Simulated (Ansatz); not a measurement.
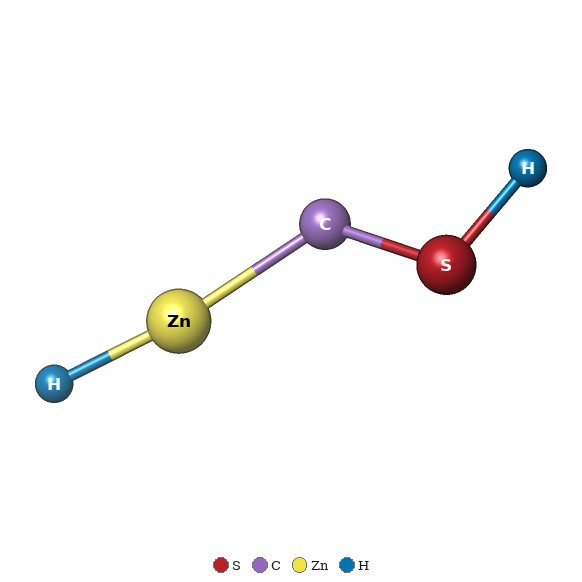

Every bond is drawn as one stick, whatever its order.

The geometry was computed by an optimisation with PBE0-D4/def2-TZVP. No frequency run is at hand to confirm it as a minimum.

Which formula does it have?

CH2SZn, 5 atoms: 1 carbon, 2 hydrogen, 1 sulfur and 1 zinc.

How many atoms are distinct by symmetry?

5: 1 S, 1 C, 1 Zn, 1 H, 1 H.

Count the bonded pairs by element.

1 C–S, 1 C–Zn, 1 S–H, 1 Zn–H. Sticks follow a distance rule.

Which point group does it belong to?

Cs.

More results for the same structure follow; atom numbers are the same in all pictures, views and colours differ.

## Shape

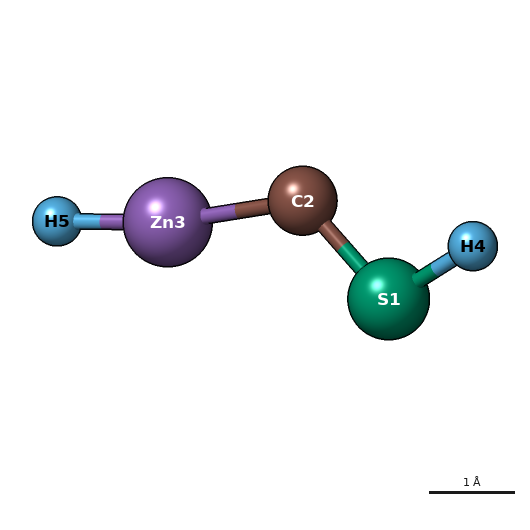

No frequency run is at hand to confirm it as a minimum.

Which atoms are bonded, and how long are the bonds?

| bond | length (Å) |
| --- | --- |
| S1–C2 | 1.599 |
| S1–H4 | 1.386 |
| C2–Zn3 | 1.916 |
| Zn3–H5 | 1.535 |

## Electronic properties

No frequency run is at hand to confirm it as a minimum. Properties computed with RKS PBE0-D4/def2-TZVPP (Ansatz 0.2.0).

What is the LUMO energy (Kohn–Sham orbital)?

−2.51 eV.

Give the HOMO energy (Kohn–Sham orbital) at this level.

−5.77 eV.

## Dipole moment

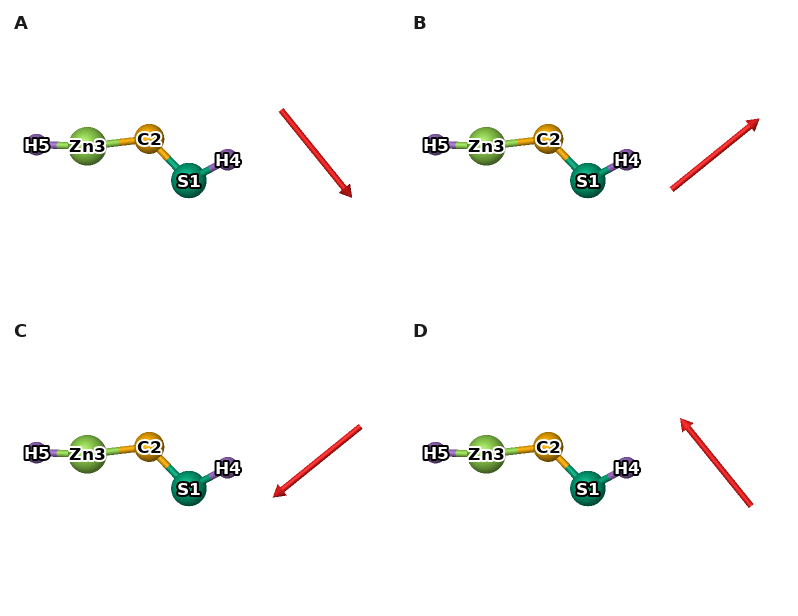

The same molecule four times, each with an arrow. No frequency run is at hand to confirm it as a minimum. Properties computed with RKS PBE0-D4/def2-TZVP (Ansatz 0.2.0).

Which arrow points along the dipole moment, from the negative to the positive end?

A. The dipole moment is 1.28 D; it points from the side of H5 to the side of H4 (the outermost atoms at the two ends).

## Charges

The questions are on Mulliken charges. No frequency run is at hand to confirm it as a minimum. Properties computed with RKS PBE0-D4/def2-TZVP (Ansatz 0.2.0).

Which atom carries the highest charge (most positive or least negative)?

Zn3 (0.21 e).

And the lowest?

C2 (−0.27 e).

List the Mulliken charges.

```json
{"atom": "S1", "value (e)": "−0.01"}
{"atom": "C2", "value (e)": "−0.27"}
{"atom": "Zn3", "value (e)": "0.21"}
{"atom": "H4", "value (e)": "0.11"}
{"atom": "H5", "value (e)": "−0.05"}
```

Mulliken values depend strongly on the basis set and can even reverse the polarity of a bond.
